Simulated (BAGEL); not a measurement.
**singlet CH3F2Si+, step by step**

Wanted: the energy (singlet CH3F2Si+, HF/def2-SVP), then a single-point energy (doublet CH3F2Si, NEVPT2(3,3)/def2-SVP), then the energy (doublet CH3F2Si, CASPT2(3,3)/def2-SVP) of CH3F2Si. 

The results are computed with BAGEL 1.2.2.

## (1) The system as given

CH3F2Si+: 7 atoms, total charge +1, spin state singlet. As SMILES of the parent species, `C[Si](F)F`. One bond was lengthened or shortened from a relaxed shape. That shape belongs to the parent species and isn't relaxed for this state.

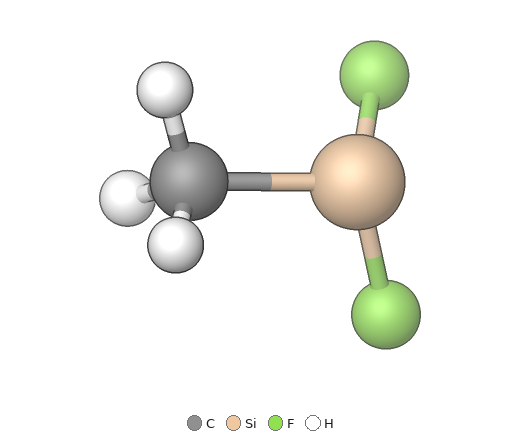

Viewed from a chosen angle; carbon grey, silicon light orange, fluorine green, hydrogen white.

## (2) The energy at HF/def2-SVP (density fitting with svp-jkfit) (run 1)

hf.json

```json
{ "bagel": [

{
  "title": "molecule",
  "basis": "svp",
  "df_basis": "svp-jkfit",
  "angstrom": true,
  "geometry": [
    { "atom": "C", "xyz": [   -0.195180,    0.860780,   -0.161716 ] },
    { "atom": "Si", "xyz": [    0.864120,   -0.658620,    0.010784 ] },
    { "atom": "F", "xyz": [    1.156420,   -0.905820,    1.562084 ] },
    { "atom": "F", "xyz": [    0.028120,   -1.925020,   -0.489716 ] },
    { "atom": "H", "xyz": [   -0.460180,    1.025580,   -1.207216 ] },
    { "atom": "H", "xyz": [    0.252700,    1.607700,    0.157300 ] },
    { "atom": "H", "xyz": [   -1.110780,    0.718080,    0.420484 ] }
  ]
},
{
  "title": "hf",
  "charge": 1
},
{
  "title": "print",
  "file": "orbitals.molden",
  "orbitals": true
}

]}
```

Command:

```
$ BAGEL_NUM_THREADS=1 BAGEL hf.json > hf.out
```

Standard output:

```text
* using 1 threads per process

  ===============================================================
  ===============================================================

  *** Geometry ***

  { "atom" : "C", "xyz" : [     -0.368837,      1.626638,     -0.305599 ] },
  { "atom" : "Si", "xyz" : [      1.632950,     -1.244611,      0.020379 ] },
  { "atom" : "F", "xyz" : [      2.185317,     -1.711752,      2.951911 ] },
  { "atom" : "F", "xyz" : [      0.053139,     -3.637761,     -0.925429 ] },
  { "atom" : "H", "xyz" : [     -0.869614,      1.938065,     -2.281308 ] },
  { "atom" : "H", "xyz" : [      0.477534,      3.038113,      0.297254 ] },
  { "atom" : "H", "xyz" : [     -2.099070,      1.356975,      0.794600 ] },

  Number of auxiliary basis functions:      411

  Since a DF basis is specified, we compute 2- and 3-index integrals:
    o Being stored without compression. Storage requirement is 0.018 GB

  Number of basis functions:       75
  Number of electrons      :       41

    * METHOD: MOLECULE                             0.32

  *** RHF ***

  === Nuclear Repulsion ===
   172.6916025925

      * DIIS with orbital gradients will be used.

  === RHF iteration (svp) ===
      0       -526.60855085          0.02472902           0.07
      1       -526.77969269          0.01604019           0.08
      2       -526.87592201          0.00183984           0.06
      3       -526.87750427          0.00060858           0.07
      4       -526.87771878          0.00013920           0.08
      5       -526.87773157          0.00004259           0.06
      6       -526.87773369          0.00001818           0.07
      7       -526.87773408          0.00000432           0.08
      8       -526.87773410          0.00000163           0.07
      9       -526.87773410          0.00000062           0.06
     10       -526.87773411          0.00000017           0.08
     11       -526.87773411          0.00000008           0.10
     12       -526.87773411          0.00000002           0.08
     13       -526.87773411          0.00000001           0.07
    * SCF iteration converged.

    * Permanent dipole moment:
           (   -0.796222,    -1.351218,     1.138123) a.u.

    * METHOD: HF                                   1.25

    * METHOD: PRINT                                0.02

  ===============================================================
```

It took 2 s on 1 thread of Intel Xeon Platinum 8259CL at 2.50GHz (Skylake/Cascade Lake), shared host; peak memory 0.092 GiB.

## (3) Doublet neutral CH3F2Si: a single-point energy at NEVPT2(3,3)/def2-SVP (density fitting with svp-jkfit) (run 2)

calc.json

```json
{ "bagel" : [

{
  "title" : "molecule",
  "basis" : "svp",
  "df_basis" : "svp-jkfit",
  "angstrom" : "true",
  "geometry" : [
    { "atom" : "C", "xyz" : [   -0.195180,    0.860780,   -0.161716 ] },
    { "atom" : "Si", "xyz" : [    0.864120,   -0.658620,    0.010784 ] },
    { "atom" : "F", "xyz" : [    1.156420,   -0.905820,    1.562084 ] },
    { "atom" : "F", "xyz" : [    0.028120,   -1.925020,   -0.489716 ] },
    { "atom" : "H", "xyz" : [   -0.460180,    1.025580,   -1.207216 ] },
    { "atom" : "H", "xyz" : [    0.252700,    1.607700,    0.157300 ] },
    { "atom" : "H", "xyz" : [   -1.110780,    0.718080,    0.420484 ] }
  ]
},
{ "title" : "hf", "charge" : 1 },
{ "title" : "casscf", "nstate" : 1, "nact" : 3, "nclosed" : 19, "nspin" : 1, "active" : [11, 21, 26], "maxiter" : 200, "natocc" : "true" },
{
  "title" : "nevpt2",
  "nstate" : 1,
  "nact" : 3,
  "nclosed" : 19,
  "nspin" : 1,
  "active" : [11, 21, 26],
  "maxiter" : 200,
  "natocc" : "true",
  "ncore" : 8
},
{ "title" : "print", "file" : "orbitals.molden", "orbitals" : "true" }

]}
```

Command:

```
$ BAGEL_NUM_THREADS=1 BAGEL calc.json > calc.out
```

Standard output:

```text
* using 1 threads per process

  ===============================================================
  ===============================================================

  *** Geometry ***

  { "atom" : "C", "xyz" : [     -0.368837,      1.626638,     -0.305599 ] },
  { "atom" : "Si", "xyz" : [      1.632950,     -1.244611,      0.020379 ] },
  { "atom" : "F", "xyz" : [      2.185317,     -1.711752,      2.951911 ] },
  { "atom" : "F", "xyz" : [      0.053139,     -3.637761,     -0.925429 ] },
  { "atom" : "H", "xyz" : [     -0.869614,      1.938065,     -2.281308 ] },
  { "atom" : "H", "xyz" : [      0.477534,      3.038113,      0.297254 ] },
  { "atom" : "H", "xyz" : [     -2.099070,      1.356975,      0.794600 ] },

  Number of auxiliary basis functions:      411

[... 21 lines left out ...]
    * SCF iteration converged.
[... 1 line left out ...]
    * Permanent dipole moment:
[... 28 lines left out ...]
    * Second-order optimization converged. *
[... 13 lines left out ...]
     * ci vector, state   0, <S^2> = 0.7500
       2a.     0.9975765744
       .a2     0.0695417235

    * METHOD: CASSCF                               8.62

    * freezing 8 orbitals

  === DF-NEVPT2 calculation ===

    * 3-index integral transformation done
    * assembly done

      NEVPT2 correlation energy:   -0.5736425034      0.31

          (+0)     -0.4901251028
          (+0)'    -0.0153865479
          (+1)     -0.0150804020
          (+1)'    -0.0003351277
          (+2)     -0.0001360435
          (-1)     -0.0409113962
          (-1)'    -0.0005048287
          (-2)     -0.0111630546

      NEVPT2 total energy:       -527.7913660466

    * METHOD: NEVPT2                               0.51

    * METHOD: PRINT                                0.02

  ===============================================================
```

Run time: 12 s. Hardware: 1 thread of Intel Xeon Platinum 8259CL at 2.50GHz (Skylake/Cascade Lake), shared host; peak memory 0.13 GiB.

## (4) Doublet neutral CH3F2Si: a single-point energy at CASPT2(3,3)/def2-SVP (density fitting with svp-jkfit) (run 3)

caspt2.json

```json
{ "bagel" : [

{
  "title" : "molecule",
  "basis" : "svp",
  "df_basis" : "svp-jkfit",
  "angstrom" : true,
  "geometry" : [
    { "atom" : "C", "xyz" : [   -0.195180,    0.860780,   -0.161716 ] },
    { "atom" : "Si", "xyz" : [    0.864120,   -0.658620,    0.010784 ] },
    { "atom" : "F", "xyz" : [    1.156420,   -0.905820,    1.562084 ] },
    { "atom" : "F", "xyz" : [    0.028120,   -1.925020,   -0.489716 ] },
    { "atom" : "H", "xyz" : [   -0.460180,    1.025580,   -1.207216 ] },
    { "atom" : "H", "xyz" : [    0.252700,    1.607700,    0.157300 ] },
    { "atom" : "H", "xyz" : [   -1.110780,    0.718080,    0.420484 ] }
  ]
},
{ "title" : "hf", "charge" : 1 },
{ "title" : "casscf", "nstate" : 1, "nact" : 3, "nclosed" : 19, "nspin" : 1, "active" : [11, 21, 26], "maxiter" : 200, "natocc" : true },
{ "title" : "print", "file" : "orbitals.molden", "orbitals" : true },
{ "title" : "smith", "method" : "caspt2", "ms" : true, "xms" : true, "sssr" : true, "shift" : 0.2, "shift_imag" : true, "ncore" : 8 }

]}
```

Command:

```
$ BAGEL_NUM_THREADS=1 BAGEL caspt2.json > caspt2.out
```

Standard output:

```text
* using 1 threads per process

  ===============================================================
  ===============================================================

  *** Geometry ***

  { "atom" : "C", "xyz" : [     -0.368837,      1.626638,     -0.305599 ] },
  { "atom" : "Si", "xyz" : [      1.632950,     -1.244611,      0.020379 ] },
  { "atom" : "F", "xyz" : [      2.185317,     -1.711752,      2.951911 ] },
  { "atom" : "F", "xyz" : [      0.053139,     -3.637761,     -0.925429 ] },
  { "atom" : "H", "xyz" : [     -0.869614,      1.938065,     -2.281308 ] },
  { "atom" : "H", "xyz" : [      0.477534,      3.038113,      0.297254 ] },
  { "atom" : "H", "xyz" : [     -2.099070,      1.356975,      0.794600 ] },

  Number of auxiliary basis functions:      411

[... 21 lines left out ...]
    * SCF iteration converged.
[... 1 line left out ...]
    * Permanent dipole moment:
[... 28 lines left out ...]
    * Second-order optimization converged. *
[... 13 lines left out ...]
     * ci vector, state   0, <S^2> = 0.7500
[... 16 lines left out ...]
    * Zeroth order energy : state  0       -1.5538807553
[... 4 lines left out ...]
       #      aibj      arbs      arbi      airj      risj      airs      arst      rist         Etot      error   time
[... 2 lines left out ...]
       0  -0.48993  -0.01337  -0.04310  -0.01688  -0.00020  -0.01397  -0.00050  -0.00032   -0.5782623  0.0019569   0.20
       1  -0.49020  -0.01346  -0.04324  -0.01701  -0.00022  -0.01443  -0.00052  -0.00034   -0.5794231  0.0003864   0.18
       2  -0.49022  -0.01346  -0.04324  -0.01702  -0.00023  -0.01445  -0.00052  -0.00035   -0.5794748  0.0000803   0.17
       3  -0.49021  -0.01346  -0.04324  -0.01701  -0.00023  -0.01445  -0.00052  -0.00035   -0.5794767  0.0000186   0.17
       4  -0.49021  -0.01346  -0.04324  -0.01701  -0.00023  -0.01445  -0.00052  -0.00035   -0.5794769  0.0000043   0.17
       5  -0.49021  -0.01346  -0.04324  -0.01701  -0.00023  -0.01445  -0.00052  -0.00035   -0.5794769  0.0000009   0.16

      ------------------------------------------------------------------------------------------------------------------

    * CASPT2 energy : state  0     -527.7990907419
        w/o shift correction       -527.7972004085
        reference weight              0.8703767745

    * METHOD: SMITH                                1.46

  ===============================================================
```

Wall time 12 s (1 thread of Intel Xeon Platinum 8259CL at 2.50GHz (Skylake/Cascade Lake), shared host); peak memory 0.15 GiB.

## (5) Outcome

| quantity | value |
| --- | --- |
| run 1, HF/def2-SVP: total energy | -526.87773 Eh |
| run 1, HF/def2-SVP: HOMO energy | -20.96 eV |
| run 1, HF/def2-SVP: LUMO energy | -8.03 eV |
| run 1, HF/def2-SVP: HOMO–LUMO gap | 12.93 eV |
| doublet neutral CH3F2Si, run 2: total energy | -527.79137 Eh |
| doublet neutral CH3F2Si, run 3: total energy | -527.79909 Eh |
